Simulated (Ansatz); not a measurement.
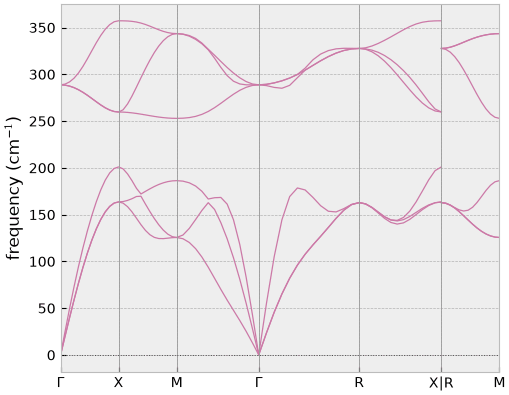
Phonon dispersion of AlNi (CsCl type, Pm-3m), PBE in the plane-wave PAW code Ansatz; imaginary frequencies are drawn negative

Problem. Is this phase dynamically stable?

Solution. Yes, on this path no branch is imaginary.

Problem. How high does the spectrum reach?

Solution. About 360 cm⁻¹ (10.7 THz).

The PBE relaxation kept the symmetry of its start. The workflow began spin-polarised and lost its moments. As this level gives no gap, phonon frequencies hold no LO–TO term and depend on the k-mesh and smearing (Fermi–Dirac, 0.1 eV here).

Potentials: the later of the program's two PAW sets.
